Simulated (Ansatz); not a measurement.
# Σ9 (114) boundary in bcc Mo: structure and resistance

How much does the Σ9 (114) boundary in bcc Mo reflect electrons?

Calculated with Ansatz 0.2.0; Ansatz plane-wave DFT, PBE, PAW files; relaxation of a bicrystal slab with its lowest layers held; PAW set soft_1, in the first sound run; inputs show where later runs differ.

## (1) The structure

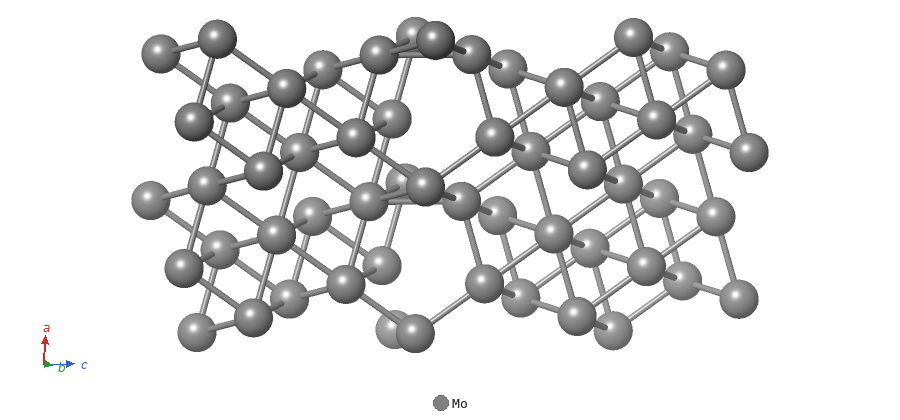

The cell as given, from the side, with the c axis across the page (molybdenum grey). 2×1×1 cells are drawn. Bonds to atoms that aren't drawn are left out. Some periodic images of atoms are drawn too.

The cell holds 25 atoms: 25 Mo. Its edges and angles: a = 5.219 Å, b = 4.451 Å, c = 29.544 Å, α = 90.0°, β = 90.0°, γ = 64.8°. It derives from Mo. built on the (1 1 4) plane; 2 overlapping atoms removed and the grains opened by 0 Å. Vacuum lies along c.

## (2) Relaxing the bicrystal

The boundary is built by mirroring the lower grain in the boundary plane and removing any atoms that overlap. A thin bicrystal slab is relaxed first, with the lowest layers held and the upper grain free to shift and open.

Input file input.yaml:

```yaml
crystal:
  lattice:
    - [5.2187091076, 0.0, 0.0]
    - [1.8977124028, 4.0256559262, 0.0]
    - [0.0, 0.0, 29.5438753375]
  atoms:
    - { symbol: Mo, position: [0.8888888887, 0.0555555556, 0.1692398151] }
    - { symbol: Mo, position: [0.4444444443, 0.7777777778, 0.1943467114] }
    - { symbol: Mo, position: [0.9999999999, 0.5, 0.2194536077] }
    - { symbol: Mo, position: [0.5555555555, 0.2222222223, 0.2445605039] }
    - { symbol: Mo, position: [0.111111111, 0.9444444445, 0.2696674002] }
    - { symbol: Mo, position: [0.6666666666, 0.6666666667, 0.2947742965] }
    - { symbol: Mo, position: [0.2222222222, 0.3888888889, 0.3198811927] }
    - { symbol: Mo, position: [0.7777777777, 0.1111111111, 0.344988089] }
    - { symbol: Mo, position: [0.3333333333, 0.8333333333, 0.3700949853] }
    - { symbol: Mo, position: [0.8888888889, 0.5555555556, 0.3952018815] }
    - { symbol: Mo, position: [0.4444444444, 0.2777777778, 0.4203087778] }
    - { symbol: Mo, position: [0.0, 0.0, 0.4454156741] }
    - { symbol: Mo, position: [0.8888888889, 0.5555555556, 0.4956294666] }
    - { symbol: Mo, position: [0.3333333333, 0.8333333333, 0.5207363629] }
    - { symbol: Mo, position: [0.7777777777, 0.1111111111, 0.5458432592] }
    - { symbol: Mo, position: [0.2222222222, 0.3888888889, 0.5709501554] }
    - { symbol: Mo, position: [0.6666666666, 0.6666666667, 0.5960570517] }
    - { symbol: Mo, position: [0.111111111, 0.9444444445, 0.621163948] }
    - { symbol: Mo, position: [0.5555555555, 0.2222222223, 0.6462708442] }
    - { symbol: Mo, position: [0.9999999999, 0.5, 0.6713777405] }
    - { symbol: Mo, position: [0.4444444443, 0.7777777778, 0.6964846368] }
    - { symbol: Mo, position: [0.8888888887, 0.0555555556, 0.721591533] }
    - { symbol: Mo, position: [0.3333333332, 0.3333333334, 0.7466984293] }
    - { symbol: Mo, position: [0.7777777776, 0.6111111112, 0.7718053256] }
    - { symbol: Mo, position: [0.222222222, 0.888888889, 0.7969122219] }
kpoints:
  mp_grid: { grid: [6, 6, 1] }
hamiltonian:
  xc: pbe
  pseudopotentials: { kind: paw, azcp: { folder: soft_1 } }
scf:
  occupations: { method: fermi_dirac, width: 0.1 }
relax:
  f_tol: 0.03
  max_steps: 80
  constraints: [{ sites: [0, 1, 2, 3, 4] }]
```

Command:

```console
$ ansatz run input.yaml --threads 4 --pin off --max-ram 15360MiB --backend cpu --events-out ev --progress --plain --runs-dir out
```

Numbers of over 12 decimals in the logs are rounded to 6 here.

What it wrote:

```text
Engine: ansatz 0.2.0, aarch64-unknown-linux-gnu
Pseudopotentials: kind: paw
Pseudopotential: Mo, paw, valence charge 14, recommended cutoff 420 eV (normal), soft_1/Mo.paw.azcp
Functional definition: PBE
  parameter kappa = 0.804
  parameter beta = 0.066725
  exchange = pbe_x(kappa = kappa, mu = beta*pi^2/3)
  correlation = pbe_c(beta = beta)
Crystal: 25 atoms, lattice volume = 620.679 Å³
Basis set: ecut = 420 eV, 12199 PW (Γ), exchange–correlation on 72×60×400 points (8 copies of the dense FFT grid, shifted against one another)
Bands: 210, of which v1, the nominal top of the filled ones, is band 175 counted from 1 (174 counted from 0)
Symmetry: 2 space group operations
Space group: Cm (ITA 8), of the structure as read, at distance tolerance 8.5e-5 Å
k-points: 13 of 36 (time reversal used)
Non-local potential: Mo, projectors of the file, l = 0: 3, l = 1: 2, l = 2: 2, l = 3: 1
PAW form: soft (Blöchl's): semilocal exchange-correlation on the pseudo side does not see the compensation charge
PAW one-centre angular grid: Mo, 590 points (default); XC on 64 Gauss nodes
Initial density: superposition of atomic densities (neutral atoms: chi_scale 0, normalization atom)
Initial wavefunctions: pseudopotential atomic-orbital guess
Functional: x = pbe(κ = 0.804, μ = 0.219515), c = pbe(β = 0.066725)
SCF iter   1: F=—  HF=-123910.393075 eV  |F-HF|=—  |Δ(HF+E_count)|=         —  Δρ=8.75e-2  dr2=2.53e2  ethr=3.10e-3  ⟨swp⟩=7.7  Hψ=11693  notcnv=0
preconditioner: auto → LDOS  [metal: Δε(μ)=0.011 eV  Ē_g=4.340 eV  σ=0.100 eV  W_gap=0.03  n_scr=148 (ndim 8)  ℏωp=18.3 eV  f_vac=0.288  D(μ)=18.74/eV (n_scr^D=126)  β→1.0]
SCF iter   2: F=—  HF=-123904.245274 eV  |F-HF|=—  |Δ(HF+E_count)|=    6.15e0  Δρ=7.81e-2  dr2=4.01e2  ethr=3.10e-3  ⟨swp⟩=7.9  Hψ=9500  notcnv=0  defer=9
SCF iter   3: F=—  HF=-123890.042846 eV  |F-HF|=—  |Δ(HF+E_count)|=    1.42e1  Δρ=1.41e-2  dr2=7.51e0  ethr=3.10e-3  ⟨swp⟩=5.8  Hψ=7077  notcnv=0  defer=1
SCF iter   4: F=—  HF=-123889.831763 eV  |F-HF|=—  |Δ(HF+E_count)|=   2.11e-1  Δρ=4.23e-3  dr2=2.23e-1  ethr=2.14e-3  ⟨swp⟩=3.6  Hψ=4405  notcnv=0
SCF iter   5: F=—  HF=-123889.783059 eV  |F-HF|=—  |Δ(HF+E_count)|=   4.87e-2  Δρ=1.27e-3  dr2=6.44e-2  ethr=6.38e-5  ⟨swp⟩=4.2  Hψ=6332  notcnv=0  defer=1
SCF iter   6: F=—  HF=-123889.783868 eV  |F-HF|=—  |Δ(HF+E_count)|=   8.09e-4  Δρ=6.65e-4  dr2=1.23e-2  ethr=1.84e-5  ⟨swp⟩=1.3  Hψ=2873  notcnv=0
SCF iter   7: F=—  HF=-123889.783909 eV  |F-HF|=—  |Δ(HF+E_count)|=   4.13e-5  Δρ=1.34e-4  dr2=2.99e-4  ethr=3.51e-6  ⟨swp⟩=2.7  Hψ=3672  notcnv=0
SCF iter   8: F=—  HF=-123889.783944 eV  |F-HF|=—  |Δ(HF+E_count)|=   3.52e-5  Δρ=6.02e-5  dr2=8.20e-5  ethr=8.54e-8  ⟨swp⟩=3.5  Hψ=5511  notcnv=0
SCF iter   9: F=-123889.783944 eV  HF=-123889.783945 eV  |F-HF|=9.43e-7  |Δ(HF+E_count)|=   5.33e-7  Δρ=1.85e-5  dr2=6.09e-6  ethr=6.43e-9  ⟨swp⟩=3.1  Hψ=9768  notcnv=0
SCF 1 converged in 9 iterations: F = -123889.783944 eV  dr2 = 6.09e-6
  greatest PAW one-centre occupation: 0.999 electrons in one spin orbital (limit 2), on the Mo atom at site 15 (counted from 0), in its partial waves of l = 0
relax step   1: F+E_penalty+E_count = -123889.78394366 eV  Δ(F+E_penalty+E_count) = +0.000e0 eV  max|allowed force component| = 2.171e0 eV/Å  Δτ_max = 0.0000 Å  (9 SCF iters, dr2 threshold 2.25e-5 eV, accepted)
Initial density: handed on by an earlier stage of this run
Initial wavefunctions: those handed on with the density
iter 1 solved again at ethr=7.10e-4 eV; its pass at ethr=3.10e-3 eV (dr2=2.49e0 eV) is discarded
SCF iter   1: F=—  HF=-123890.430824 eV  |F-HF|=—  |Δ(HF+E_count)|=         —  Δρ=1.07e-2  dr2=2.75e0  ethr=7.10e-4  ⟨swp⟩=2.2  Hψ=8759  notcnv=0  defer=1
eigensolver tolerance schedule calibrated: the retry pair's looser diagonalisation under-reported the residual by θ = 0.10 (0.15/decade); ethr = c·dr2/N_el runs at the constant in force after the calibration composes with the one it found (an armed cap, an earlier calibration), c = 4.5e-2
preconditioner: auto → LDOS  [metal: Δε(μ)=0.009 eV  Ē_g=3.804 eV  σ=0.100 eV  W_gap=0.02  n_scr=148 (ndim 8)  ℏωp=18.3 eV  f_vac=0.295  D(μ)=21.06/eV (n_scr^D=148)  β→1.0]
SCF iter   2: F=—  HF=-123890.342331 eV  |F-HF|=—  |Δ(HF+E_count)|=   8.85e-2  Δρ=3.92e-3  dr2=2.36e-1  ethr=3.55e-4  ⟨swp⟩=4.9  Hψ=5021  notcnv=0  defer=1
SCF iter   3: F=—  HF=-123890.316364 eV  |F-HF|=—  |Δ(HF+E_count)|=   2.60e-2  Δρ=1.42e-3  dr2=2.86e-2  ethr=3.05e-5  ⟨swp⟩=3.6  Hψ=6065  notcnv=0  defer=1
SCF iter   4: F=—  HF=-123890.312311 eV  |F-HF|=—  |Δ(HF+E_count)|=   4.05e-3  Δρ=2.52e-4  dr2=7.18e-4  ethr=3.69e-6  ⟨swp⟩=3.0  Hψ=5210  notcnv=0
SCF iter   5: F=-123890.312317 eV  HF=-123890.312323 eV  |F-HF|=5.38e-6  |Δ(HF+E_count)|=   1.12e-5  Δρ=9.04e-5  dr2=8.93e-5  ethr=1.29e-8  ⟨swp⟩=2.8  Hψ=11674  notcnv=0
SCF 2 converged in 5 iterations: F = -123890.312317 eV  dr2 = 8.93e-5
  greatest PAW one-centre occupation: 0.999 electrons in one spin orbital (limit 2), on the Mo atom at site 21 (counted from 0), in its partial waves of l = 0
relax step   2: F+E_penalty+E_count = -123890.31231716 eV  Δ(F+E_penalty+E_count) = -5.284e-1 eV  max|allowed force component| = 6.141e-1 eV/Å  Δτ_max = 0.1949 Å  (5 SCF iters, dr2 threshold 1.00e-4 eV, accepted)
SCF iter   1: F=—  HF=-123890.955170 eV  |F-HF|=—  |Δ(HF+E_count)|=         —  Δρ=1.92e-2  dr2=1.76e1  ethr=3.10e-3  ⟨swp⟩=6.2  Hψ=6636  notcnv=0
preconditioner: auto → LDOS  [metal: Δε(μ)=0.015 eV  Ē_g=3.837 eV  σ=0.100 eV  W_gap=0.04  n_scr=148 (ndim 8)  ℏωp=18.3 eV  f_vac=0.300  D(μ)=21.28/eV (n_scr^D=156)  β→1.0]
SCF iter   2: F=—  HF=-123890.635926 eV  |F-HF|=—  |Δ(HF+E_count)|=   3.19e-1  Δρ=5.98e-3  dr2=5.39e-1  ethr=3.10e-3  ⟨swp⟩=2.0  Hψ=3445  notcnv=0
SCF iter   3: F=—  HF=-123890.589499 eV  |F-HF|=—  |Δ(HF+E_count)|=   4.64e-2  Δρ=4.23e-3  dr2=2.17e-1  ethr=1.54e-4  ⟨swp⟩=3.2  Hψ=5171  notcnv=0
SCF iter   4: F=—  HF=-123890.553350 eV  |F-HF|=—  |Δ(HF+E_count)|=   3.61e-2  Δρ=1.02e-3  dr2=1.27e-2  ethr=6.19e-5  ⟨swp⟩=2.0  Hψ=4351  notcnv=0
SCF iter   5: F=—  HF=-123890.550667 eV  |F-HF|=—  |Δ(HF+E_count)|=   2.68e-3  Δρ=2.79e-4  dr2=1.28e-3  ethr=3.63e-6  ⟨swp⟩=2.0  Hψ=4707  notcnv=0
SCF iter   6: F=—  HF=-123890.550613 eV  |F-HF|=—  |Δ(HF+E_count)|=   5.33e-5  Δρ=7.11e-5  dr2=6.58e-5  ethr=3.66e-7  ⟨swp⟩=2.0  Hψ=3693  notcnv=0
SCF iter   7: F=-123890.550612 eV  HF=-123890.550616 eV  |F-HF|=4.34e-6  |Δ(HF+E_count)|=   2.99e-6  Δρ=2.33e-5  dr2=8.47e-6  ethr=6.73e-9  ⟨swp⟩=5.0  Hψ=10229  notcnv=0
SCF 3 converged in 7 iterations: F = -123890.550612 eV  dr2 = 8.47e-6
  greatest PAW one-centre occupation: 0.999 electrons in one spin orbital (limit 2), on the Mo atom at site 11 (counted from 0), in its partial waves of l = 0
relax step   3: F+E_penalty+E_count = -123890.55061212 eV  Δ(F+E_penalty+E_count) = -2.383e-1 eV  max|allowed force component| = 2.962e-1 eV/Å  Δτ_max = 0.1912 Å  (7 SCF iters, dr2 threshold 2.36e-5 eV, accepted)
[...]
relax step   4: F+E_penalty+E_count = -123890.63390382 eV  Δ(F+E_penalty+E_count) = -8.329e-2 eV  max|allowed force component| = 3.364e-1 eV/Å  Δτ_max = 0.2000 Å  (8 SCF iters, dr2 threshold 7.02e-6 eV, accepted)
[...]
relax step   5: F+E_penalty+E_count = -123890.66890165 eV  Δ(F+E_penalty+E_count) = -3.500e-2 eV  max|allowed force component| = 1.694e-1 eV/Å  Δτ_max = 0.1534 Å  (6 SCF iters, dr2 threshold 2.63e-5 eV, accepted)
[...]
relax step   6: F+E_penalty+E_count = -123890.67625430 eV  Δ(F+E_penalty+E_count) = -7.353e-3 eV  max|allowed force component| = 6.496e-2 eV/Å  Δτ_max = 0.0242 Å  (5 SCF iters, dr2 threshold 7.27e-6 eV, accepted)
[...]
relax step   7: F+E_penalty+E_count = -123890.67763540 eV  Δ(F+E_penalty+E_count) = -1.381e-3 eV  max|allowed force component| = 5.973e-2 eV/Å  Δτ_max = 0.0304 Å  (7 SCF iters, accepted)
[...]
relax step   8: F+E_penalty+E_count = -123890.67748502 eV  Δ(F+E_penalty+E_count) = +1.504e-4 eV  max|allowed force component| = 8.645e-2 eV/Å  Δτ_max = 0.0214 Å  (7 SCF iters, rejected (line search))
SCF iter   1: F=—  HF=-123890.678096 eV  |F-HF|=—  |Δ(HF+E_count)|=         —  Δρ=4.99e-4  dr2=2.36e-3  ethr=3.41e-6  ⟨swp⟩=2.0  Hψ=4380  notcnv=0
preconditioner: auto → LDOS  [metal: Δε(μ)=0.012 eV  Ē_g=3.860 eV  σ=0.100 eV  W_gap=0.03  n_scr=148 (ndim 8)  ℏωp=18.3 eV  f_vac=0.307  D(μ)=21.33/eV (n_scr^D=156)  β→1.0]
SCF iter   2: F=—  HF=-123890.677954 eV  |F-HF|=—  |Δ(HF+E_count)|=   1.41e-4  Δρ=1.95e-4  dr2=3.95e-4  ethr=6.73e-7  ⟨swp⟩=2.0  Hψ=4160  notcnv=0
SCF iter   3: F=—  HF=-123890.677889 eV  |F-HF|=—  |Δ(HF+E_count)|=   6.50e-5  Δρ=7.91e-5  dr2=8.96e-5  ethr=1.13e-7  ⟨swp⟩=2.0  Hψ=4808  notcnv=0
SCF iter   4: F=—  HF=-123890.678244 eV  |F-HF|=—  |Δ(HF+E_count)|=   3.55e-4  Δρ=1.98e-5  dr2=2.71e-6  ethr=2.56e-8  ⟨swp⟩=3.3  Hψ=5283  notcnv=0
SCF iter   5: F=—  HF=-123890.678244 eV  |F-HF|=—  |Δ(HF+E_count)|=   7.43e-7  Δρ=4.46e-6  dr2=1.15e-7  ethr=7.75e-10  ⟨swp⟩=2.2  Hψ=4783  notcnv=0
SCF iter   6: F=-123890.678244 eV  HF=-123890.678244 eV  |F-HF|=2.12e-8  |Δ(HF+E_count)|=   5.89e-8  Δρ=1.77e-6  dr2=3.56e-8  ethr=2.86e-11  ⟨swp⟩=5.0  Hψ=9194  notcnv=0
SCF 9 converged in 6 iterations: F = -123890.678244 eV  dr2 = 3.56e-8
relax step   9: F+E_penalty+E_count = -123890.67824361 eV  Δ(F+E_penalty+E_count) = -6.082e-4 eV  max|allowed force component| = 1.752e-2 eV/Å  Δτ_max = 0.0107 Å  (6 SCF iters, accepted)
SCF converged after 6 iterations
Free energy (F): -123890.678244 eV
Harris-Foulkes:  -123890.678244 eV  (|F-HF|=2.12e-8)
Internal energy: -123889.979520 eV  (E = F + TS)
E sigma→0 (E₀):  -123890.328882 eV
Entropy (-TS):   -0.698723 eV (-27.949 meV/atom)
Fermi energy:    11.849427 eV
--- Per-component energies (eV) ---
  E_band       = -4541.790867
  E_kinetic    = 10535.968780
  E_local      = -344367.544283  (includes V_loc(G=0)·N_el)
  E_nonlocal   = 3717.675284
  E_hartree    = 167522.417464
  E_xc         = -4391.904889
  E_vxc        = -5473.897684  (∫ρ·V_xc dr)
  E_paw        = -80298.650566  (= ΣΔE_a)
  E_vpaw       = -3998.854444  (= ΣTr[D̂ρ^β])
  E_aug_tail   = 0.001219  (compensation charges beyond the density's cutoff)
  E_ewald      = 123392.057470
  E_smearing   = -0.698723  (= −TS)
  E_closure    = -0.000000  (closes the sum)
  Σ components = -123890.678244   (vs F -123890.678244, Δ=0.00e0)
--- Forces (eV/Å), atoms counted from 1 ---
  atom   1  Mo     0.26926415    -0.12693234     2.17608778
  atom   2  Mo    -0.37495499     0.17675548     0.22317983
  atom   3  Mo    -0.06322223     0.02980324    -0.92713180
  atom   4  Mo    -0.05674210     0.02674848    -1.31007199
  atom   5  Mo     0.24236288    -0.11425096    -0.16044484
  atom   6  Mo    -0.00120093     0.00056613     0.00061490
  atom   7  Mo     0.00264269    -0.00124577    -0.00393299
  atom   8  Mo     0.00416730    -0.00196448    -0.00061651
  atom   9  Mo    -0.00302808     0.00142745    -0.00030626
  atom  10  Mo    -0.00629157     0.00296588    -0.00270466
  atom  11  Mo    -0.00726039     0.00342258     0.00417216
  atom  12  Mo     0.00251240    -0.00118436    -0.01551446
  atom  13  Mo     0.00159371    -0.00075128    -0.00054690
  atom  14  Mo    -0.00100234     0.00047251     0.01751616
  atom  15  Mo     0.00463417    -0.00218457     0.00960885
  atom  16  Mo    -0.00628645     0.00296346    -0.01024940
  atom  17  Mo     0.00186883    -0.00088097    -0.00035047
  atom  18  Mo    -0.00280516     0.00132236     0.00065472
  atom  19  Mo    -0.00143382     0.00067591    -0.00076087
  atom  20  Mo     0.00108927    -0.00051349    -0.00316427
  atom  21  Mo    -0.00412888     0.00194637     0.00404844
  atom  22  Mo    -0.00100866     0.00047549     0.00601197
  atom  23  Mo     0.00099022    -0.00046679     0.00220723
  atom  24  Mo    -0.00869593     0.00409930    -0.00116753
  atom  25  Mo     0.00699038    -0.00329530    -0.00722352
  max |Σ_I F_I| component: 8.44e-5 eV/Å
--- Relaxed structure (9 steps of the walk, 8 accepted, 0 SCFs on fresh bases) ---
  F+E_penalty+E_count = -123890.67824361 eV   max|allowed force component| = 1.752e-2 eV/Å
  atoms:
    - { symbol: Mo, position: [0.8888888887, 0.055556, 0.1692398151] }
    - { symbol: Mo, position: [0.4444444443, 0.777778, 0.194347] }
    - { symbol: Mo, position: [1.000000, 0.50000000005, 0.2194536077] }
    - { symbol: Mo, position: [0.5555555555, 0.222222, 0.2445605039] }
    - { symbol: Mo, position: [0.111111, 0.9444444445, 0.2696674002] }
    - { symbol: Mo, position: [0.663660, 0.668170, 0.294164] }
    - { symbol: Mo, position: [0.221805, 0.389097, 0.320603] }
    - { symbol: Mo, position: [0.772462, 0.113769, 0.344777] }
    - { symbol: Mo, position: [0.342120, 0.828940, 0.370797] }
    - { symbol: Mo, position: [0.884924, 0.557538, 0.392564] }
    - { symbol: Mo, position: [0.439790, 0.280105, 0.430629] }
    - { symbol: Mo, position: [-0.0045812, 0.0022906, 0.439921] }
    - { symbol: Mo, position: [0.860477, 0.569761, 0.485606] }
    - { symbol: Mo, position: [0.318321, 0.840839, 0.509593] }
    - { symbol: Mo, position: [0.747367, 0.126317, 0.533153] }
    - { symbol: Mo, position: [0.195328, 0.402336, 0.558089] }
    - { symbol: Mo, position: [0.634166, 0.682917, 0.583615] }
    - { symbol: Mo, position: [0.081692, 0.959154, 0.609327] }
    - { symbol: Mo, position: [0.529762, 0.235119, 0.634455] }
    - { symbol: Mo, position: [0.978726, 0.510637, 0.658809] }
    - { symbol: Mo, position: [0.425391, 0.787304, 0.684375] }
    - { symbol: Mo, position: [0.862765, 0.068617, 0.712000] }
    - { symbol: Mo, position: [0.305719, 0.347140, 0.736400] }
    - { symbol: Mo, position: [0.731986, 0.634007, 0.757415] }
    - { symbol: Mo, position: [0.208753, 0.895624, 0.779176] }
```

The job ended after 6.3 min (4 threads of Arm Neoverse V2, shared host; peak memory 3.1 GiB; 24 min of CPU time).

Relaxation path:

| step | energy less that of the first step (eV) | largest force component (eV/Å) |
| --- | --- | --- |
| 1 | 0.0000 | 2.1714 |
| 2 | -0.5284 | 0.6141 |
| 3 | -0.7667 | 0.2962 |
| 4 | -0.8500 | 0.3364 |
| 5 | -0.8850 | 0.1694 |
| 6 | -0.8923 | 0.0650 |
| 7 | -0.8937 | 0.0597 |
| 8 | -0.8935 | 0.0864 |
| 9 | -0.8943 | 0.0175 |

Relaxation step 8 was tried and not accepted.

The run keeps the 2 symmetry operations that it works with, so distortions that break them were not tested.

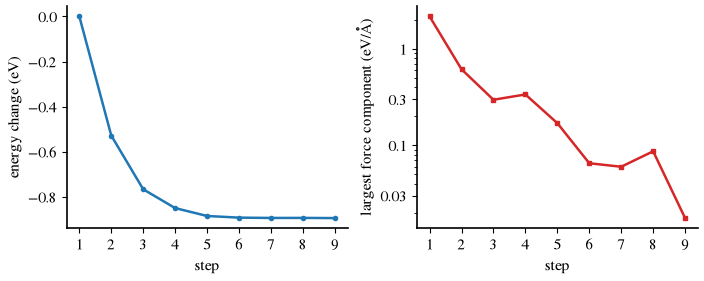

Energy and largest force along the relaxation.

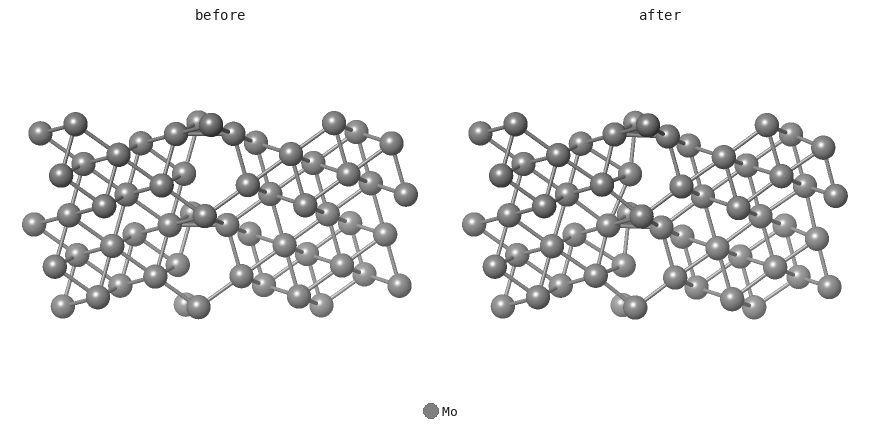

The structure before and after the relaxation, drawn at the same scale. Bonds to atoms that aren't drawn are left out.

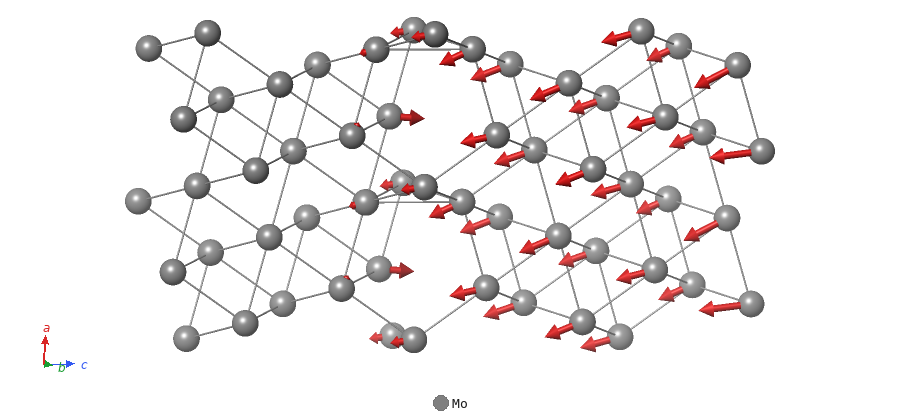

Displacements in the relaxation, exaggerated; the longest in the cell stands for 0.53 Å. Bonds to atoms that aren't drawn are left out. 2×1×1 cells are drawn. Some periodic images of atoms are drawn too.

The atoms that moved most (Å):

```
atom      dx     dy      dz  length
Mo25  -0.058  0.027  -0.524   0.528
Mo24  -0.196  0.092  -0.425   0.477
Mo15  -0.130  0.061  -0.375   0.401
Mo16  -0.115  0.054  -0.380   0.401
Mo17  -0.139  0.065  -0.368   0.398
Mo20  -0.091  0.043  -0.371   0.385
Mo18  -0.126  0.059  -0.350   0.376
Mo19  -0.110  0.052  -0.349   0.370
```

Numbers from this step:

* free energy: -123890.6782 eV
* energy at zero smearing: -123890.3289 eV
* Fermi energy: 11.85 eV

The largest force component on a free atom ends at 0.018 eV/Å, under the tolerance of 0.03, after 9 steps.

[end of part 1 of 3]

[Logs are printed without paths, hosts, clocks, repeated set-up lines and the standing remarks that a program may print on its own settings, such as how far it seeks lower states.]

[Hosts, paths, dates, database ids (printed as entryN), source tags and the programs' standing remarks are cut or masked in the printed files.]
